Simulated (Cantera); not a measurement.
Charge: 1 mol C, 2.6 mol CO2, 43 mol H2, at 10.0 Torr.

Cantera equilibrium calculation (NASA polynomials, part measured and part estimated; ideal gas, pure solids and liquids). Candidate condensed phases: C, C6H6, C7H8, C8H18, H2O; 110 gas species. Rates play no part.

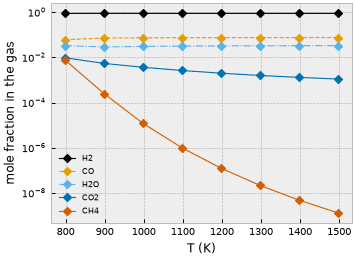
*Equilibrium gas composition (values under 1e-9 drawn at 1e-9)*

Task: Read off the mole fractions at 1398 K.

Result: H2 about 0.89, CO about 0.076, H2O about 0.033, CO2 about 0.0013.
